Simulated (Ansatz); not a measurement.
# Rh: energy over the lattice constants a and c, part 2 of 2

How does the energy of Rh (P6_3/mmc, No. 194; 2 atoms in the cell) change over two coordinates at once? A grid of runs gives the map.

Ansatz 0.2.0; DFT PBEsol, scalar-relativistic, plane waves, PAW. The steps go on from the part before.

## (8) The run at (2.877 Å, 4.402 Å)

This is Rh in the hcp structure; at room conditions it is fcc.

Contents of input.yaml:

```yaml
crystal:
  lattice:
    - [2.8771, 0.0, 0.0]
    - [-1.43855, 2.4916416892, 0.0]
    - [0.0, 0.0, 4.4015]
  atoms:
    - { symbol: Rh, position: [0.6666666667, 0.3333333333, 0.75] }
    - { symbol: Rh, position: [0.3333333333, 0.6666666667, 0.25] }
basis:
  ecutwfc: 420
kpoints:
  mp_grid: { grid: [18, 18, 10] }
hamiltonian:
  xc: pbesol
  pseudopotentials: { kind: paw, azcp: { folder: soft_1 } }
scf:
  occupations: { method: gaussian, width: 0.15 }
output:
  forces: true
  stress: true
  eigenvalues: true
```

Started as:

```
> ansatz run input.yaml --threads 1 --pin off --max-ram 2048MiB --backend cpu --events-out ev --progress --plain --runs-dir out
```

Output, shortened:

```text
Warning: <dir> the record states the generating functional pbe (its physics header spells it `PBE`), which answers neither for hamiltonian.xc's functional nor for the pbesol family's — results may be inconsistent (PPs are generated against a specific XC)
Warning: RAYON_NUM_THREADS=1 ignored (pool sized by the plan → 1); use --threads N
[...]
Pseudopotentials: kind: paw
Pseudopotential: Rh, paw, valence charge 17, recommended cutoff 420 eV (normal), <dir>
Functional definition: PBEsol
[...]
Crystal: 2 atoms, lattice volume = 31.553 Å³
Basis set: ecut = 420 eV, 627 PW (Γ), exchange–correlation on 40×40×60 points (8 copies of the dense FFT grid, shifted against one another)
Bands: 21, of which v1, the nominal top of the filled ones, is band 17 counted from 1 (16 counted from 0)
Symmetry: 24 space group operations
Space group: P63/mmc (ITA 194), of the structure as read, at distance tolerance 3.2e-5 Å
k-points: 222 of 3240
[...]
SCF iter   1: F=—  HF=-12678.213534 eV  |F-HF|=—  |Δ(HF+E_count)|=         —  Δρ=1.12e-1  dr2=4.14e0  ethr=3.10e-3  ⟨swp⟩=4.4  Hψ=17243  notcnv=0
[...]
SCF iter   6: F=-12677.014468 eV  HF=-12677.014468 eV  |F-HF|=4.86e-8  |Δ(HF+E_count)|=   1.17e-6  Δρ=2.64e-5  dr2=9.24e-8  ethr=2.94e-10  ⟨swp⟩=3.0  Hψ=19769  notcnv=0
the search or the solves at the SCF's close seem to have found levels that the self-consistency loop had missed (the run counts 1). By its estimate they hold under 1e-12 electrons; where the run keeps them, the occupations were computed again with them
[...]
SCF converged after 6 iterations
Free energy (F): -12677.014468 eV
[...]
E sigma→0 (E₀):  -12676.990191 eV
Entropy (-TS):   -0.048553 eV (-24.277 meV/atom)
Fermi energy:    18.669296 eV
[...]
--- Forces (eV/Å), atoms counted from 1 ---
  atom   1  Rh    -0.00000000    -0.00000000     0.00000000
  atom   2  Rh     0.00000000     0.00000000     0.00000000
[...]
--- Stress (GPa, compression-positive) ---
      -31.314148       0.000000       0.000000
        0.000000     -31.314148       0.000000
        0.000000       0.000000     -24.885286
  P = ⅓ Tr σ = -29.1712 GPa (-291.712 kbar)
--- Band table (eV; the first three rows and the last of 222) ---
[... band rows left out ...]
[...]
```

It took 15 s on 1 thread of Arm Neoverse N1, shared host; peak memory 0.37 GiB.

Energy on the map's scale: 252 meV/atom.

## (9) Grid point (2.501 Å, 4.113 Å)

Edit input.yaml of step 8 so:

```diff
@@ -2,5 +2,5 @@
   lattice:
-    - [2.8771, 0.0, 0.0]
-    - [-1.43855, 2.4916416892, 0.0]
-    - [0.0, 0.0, 4.4015]
+    - [2.5006, 0.0, 0.0]
+    - [-1.2503, 2.1655831247, 0.0]
+    - [0.0, 0.0, 4.1129]
   atoms:
```

Started as:

```
> ansatz run input.yaml --threads 1 --pin off --max-ram 2048MiB --backend cpu --events-out ev --progress --plain --runs-dir out
```

Output, shortened:

```text
Warning: <dir> the record states the generating functional pbe (its physics header spells it `PBE`), which answers neither for hamiltonian.xc's functional nor for the pbesol family's — results may be inconsistent (PPs are generated against a specific XC)
Warning: RAYON_NUM_THREADS=1 ignored (pool sized by the plan → 1); use --threads N
[...]
[... 3 set-up lines as earlier in the session ...]
[...]
Crystal: 2 atoms, lattice volume = 22.272 Å³
Basis set: ecut = 420 eV, 415 PW (Γ), exchange–correlation on 36×36×60 points (8 copies of the dense FFT grid, shifted against one another)
Bands: 21, of which v1, the nominal top of the filled ones, is band 17 counted from 1 (16 counted from 0)
[... 1 set-up line as earlier in the session ...]
Space group: P63/mmc (ITA 194), of the structure as read, at distance tolerance 2.8e-5 Å
k-points: 222 of 3240
[...]
SCF iter   1: F=—  HF=-12677.209612 eV  |F-HF|=—  |Δ(HF+E_count)|=         —  Δρ=1.19e-1  dr2=2.57e0  ethr=3.10e-3  ⟨swp⟩=4.7  Hψ=17985  notcnv=0
[...]
SCF iter   6: F=-12676.338049 eV  HF=-12676.338049 eV  |F-HF|=1.88e-8  |Δ(HF+E_count)|=   2.81e-7  Δρ=1.76e-5  dr2=2.82e-8  ethr=2.94e-10  ⟨swp⟩=5.7  Hψ=19352  notcnv=0
[...]
SCF converged after 6 iterations
Free energy (F): -12676.338049 eV
[...]
E sigma→0 (E₀):  -12676.325108 eV
Entropy (-TS):   -0.025881 eV (-12.941 meV/atom)
Fermi energy:    29.129999 eV
[...]
--- Forces (eV/Å), atoms counted from 1 ---
  atom   1  Rh    -0.00000000    -0.00000000     0.00000000
  atom   2  Rh     0.00000000     0.00000000     0.00000000
[...]
--- Stress (GPa, compression-positive) ---
       97.700356       0.000000       0.000000
        0.000000      97.700356       0.000000
        0.000000       0.000000      87.634523
  P = ⅓ Tr σ = 94.3451 GPa (943.451 kbar)
--- Band table (eV; the first three rows and the last of 222) ---
  k-point 0: bands = ["-50.5639", "-50.2941", "-19.1470", "-17.8357", "-17.8357", "-17.6722", "-17.6455", "-17.6455", "19.3669", "20.8513", "24.6162", "24.8768", "24.8768", "25.5848", "25.5848", "26.6160", "26.6160", "29.3251", "29.3251", "29.4213", "39.8297"]
[...]
```

It took 8.4 s on 1 thread of Arm Neoverse N1, shared host; peak memory 0.34 GiB.

On the map this point reads 590 meV/atom.

## (10) Point (2.814 Å, 4.546 Å)

Edit input.yaml of step 9 so:

```diff
@@ -2,5 +2,5 @@
   lattice:
-    - [2.5006, 0.0, 0.0]
-    - [-1.2503, 2.1655831247, 0.0]
-    - [0.0, 0.0, 4.1129]
+    - [2.8143, 0.0, 0.0]
+    - [-1.40715, 2.4372552939, 0.0]
+    - [0.0, 0.0, 4.5458]
   atoms:
```

Started as:

```
> ansatz run input.yaml --threads 1 --pin off --max-ram 2048MiB --backend cpu --events-out ev --progress --plain --runs-dir out
```

Output, shortened:

```text
[...]
SCF converged after 7 iterations
Free energy (F): -12677.101113 eV
[...]
E sigma→0 (E₀):  -12677.078630 eV
Entropy (-TS):   -0.044965 eV (-22.482 meV/atom)
Fermi energy:    18.950725 eV
[...]
--- Forces (eV/Å), atoms counted from 1 ---
  atom   1  Rh    -0.00000000    -0.00000000     0.00000000
  atom   2  Rh     0.00000000     0.00000000     0.00000000
[...]
--- Stress (GPa, compression-positive) ---
      -28.042939      -0.000000       0.000000
        0.000000     -28.042939       0.000000
        0.000000       0.000000     -29.267791
  P = ⅓ Tr σ = -28.4512 GPa (-284.512 kbar)
--- Band table (eV; the first three rows and the last of 222) ---
  k-point 0: bands = ["-59.5834", "-59.5154", "-27.6971", "-27.2647", "-27.2647", "-27.2090", "-27.1930", "-27.1930", "11.7299", "13.6978", "16.3923", "16.4538", "16.4538", "16.8828", "16.8828", "17.3681", "17.3681", "19.0678", "19.0678", "19.7705", "26.3857"]
[...]
```

Run time: 15 s. Hardware: 1 thread of Arm Neoverse N1, shared host; peak memory 0.37 GiB.

On the map this point reads 209 meV/atom.

## (11) Grid point (2.814 Å, 4.257 Å)

Edit input.yaml of step 10 so:

```diff
@@ -4,3 +4,3 @@
     - [-1.40715, 2.4372552939, 0.0]
-    - [0.0, 0.0, 4.5458]
+    - [0.0, 0.0, 4.2572]
   atoms:
```

Started as:

```
> ansatz run input.yaml --threads 1 --pin off --max-ram 2048MiB --backend cpu --events-out ev --progress --plain --runs-dir out
```

Output, shortened:

```text
Warning: <dir> the record states the generating functional pbe (its physics header spells it `PBE`), which answers neither for hamiltonian.xc's functional nor for the pbesol family's — results may be inconsistent (PPs are generated against a specific XC)
Warning: RAYON_NUM_THREADS=1 ignored (pool sized by the plan → 1); use --threads N
[...]
[... 3 set-up lines as earlier in the session ...]
[...]
Crystal: 2 atoms, lattice volume = 29.201 Å³
Basis set: ecut = 420 eV, 579 PW (Γ), exchange–correlation on 40×40×60 points (8 copies of the dense FFT grid, shifted against one another)
Bands: 21, of which v1, the nominal top of the filled ones, is band 17 counted from 1 (16 counted from 0)
[... 1 set-up line as earlier in the session ...]
Space group: P63/mmc (ITA 194), of the structure as read, at distance tolerance 3.1e-5 Å
k-points: 222 of 3240
[...]
SCF iter   1: F=—  HF=-12678.520922 eV  |F-HF|=—  |Δ(HF+E_count)|=         —  Δρ=1.15e-1  dr2=3.88e0  ethr=3.10e-3  ⟨swp⟩=4.3  Hψ=17328  notcnv=0
[...]
SCF iter   7: F=-12677.345797 eV  HF=-12677.345797 eV  |F-HF|=8.02e-10  |Δ(HF+E_count)|=   4.89e-8  Δρ=3.06e-6  dr2=1.04e-9  ethr=2.94e-10  ⟨swp⟩=4.1  Hψ=15284  notcnv=0
[...]
SCF converged after 7 iterations
Free energy (F): -12677.345797 eV
[...]
E sigma→0 (E₀):  -12677.323823 eV
Entropy (-TS):   -0.043949 eV (-21.975 meV/atom)
Fermi energy:    20.701084 eV
[...]
--- Forces (eV/Å), atoms counted from 1 ---
  atom   1  Rh    -0.00000000    -0.00000000     0.00000000
  atom   2  Rh     0.00000000     0.00000000    -0.00000000
[...]
--- Stress (GPa, compression-positive) ---
      -20.714836       0.000000      -0.000000
        0.000000     -20.714836       0.000000
       -0.000000       0.000000      -8.220100
  P = ⅓ Tr σ = -16.5499 GPa (-165.499 kbar)
--- Band table (eV; the first three rows and the last of 222) ---
  k-point 0: bands = ["-58.0394", "-57.9203", "-26.3119", "-25.7064", "-25.7064", "-25.5964", "-25.5793", "-25.5793", "12.9863", "14.9065", "17.8810", "17.8810", "18.3236", "18.4809", "18.4809", "18.5110", "18.5110", "20.8057", "20.8057", "22.0821", "29.6411"]
[...]
```

Wall time 12 s (1 thread of Arm Neoverse N1, shared host); peak memory 0.36 GiB.

Energy on the map's scale: 87 meV/atom.

## (12) All points together

49 points were computed. Energies in meV/atom, from the relaxed crystal:

```
lattice constant c (Å) ↓, lattice constant a (and b) (Å) →  2.501  2.563  2.626  2.689  2.752  2.814  2.877
                                                     4.546    287    114     41     44    105    209    345
                                                     4.474    298    113     28     21     71    167    296
                                                     4.402    324    124     26      5     45    131    252
                                                     4.329    363    147     34      0     28    104    216
                                                     4.257    420    185     55      7     22     87    187
                                                     4.185    495    240     91     27     28     79    168
                                                     4.113    590    313    145     63     48     84    159
```

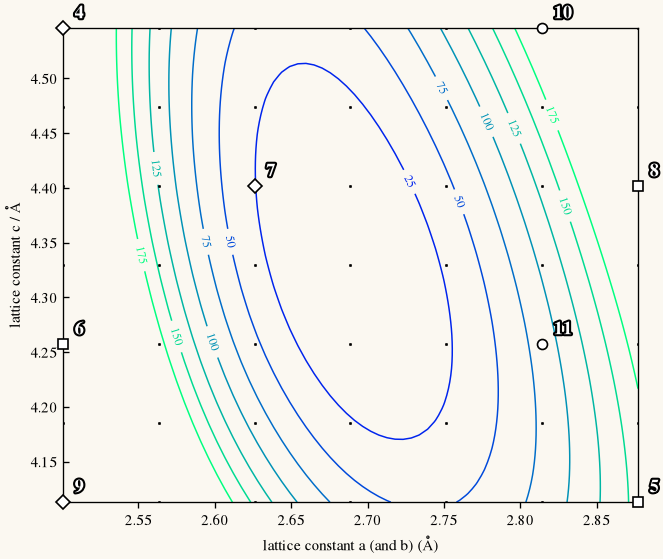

The map; numbers mark the steps of this session that print a point's run. The picture shows contour lines labelled in meV/atom, dots at the grid points.

The pressure (GPa) at each point:

```csv
"lattice constant c (Å) ↓, lattice constant a (and b) (Å) →",2.501,2.563,2.626,2.689,2.752,2.814,2.877
4.546,42,18,1,−12,−22,−28,−33
4.474,48,24,5,−9,−19,−26,−31
4.402,55,30,10,−5,−15,−23,−29
4.329,63,36,16,0,−12,−20,−27
4.257,72,44,22,5,−7,−17,−23
4.185,83,53,29,12,−2,−12,−20
4.113,94,62,38,19,4,−7,−16
```

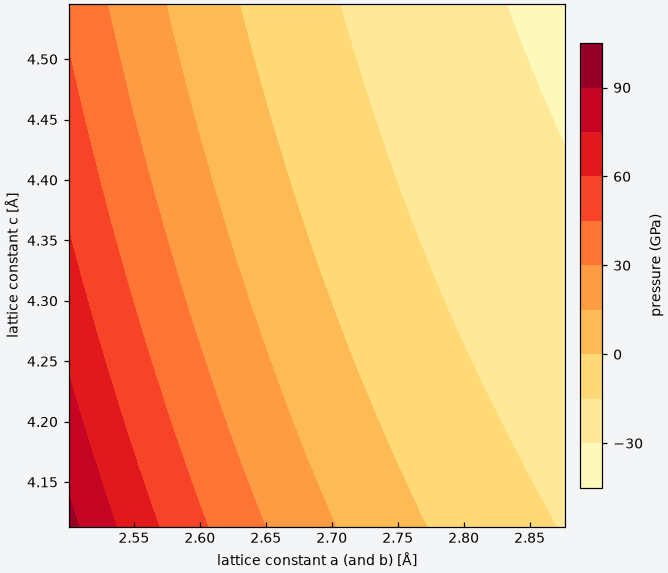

The pressure over the grid. The picture shows filled contours. Between grid points the surface is interpolated.

## (13) Outcome

What follows sums up all 2 parts.

```
              quantity                                                                         value
          lowest point                                                (2.689 Å, 4.329 Å), 0 meV/atom
highest computed point                             (2.501 Å, 4.113 Å), 590 meV/atom above the lowest
        pressure (GPa)  −33 at (2.877 Å, 4.546 Å) to 94 at (2.501 Å, 4.113 Å); 0 at the lowest point
   time for all points                                              9.1 min on 1 thread, shared host
```

In words: The lowest computed point is at (2.689 Å, 4.329 Å), which is the relaxed crystal itself. The grid shows no other well, apart from its symmetry copies. The highest computed point, (2.501 Å, 4.113 Å), lies 590 meV/atom above the lowest. Round the minimum the valley is somewhat tilted: raising lattice constant a (and b) shifts the best value of lattice constant c downwards (coupling k₁₂/√(k₁₁k₂₂) about 0.5).
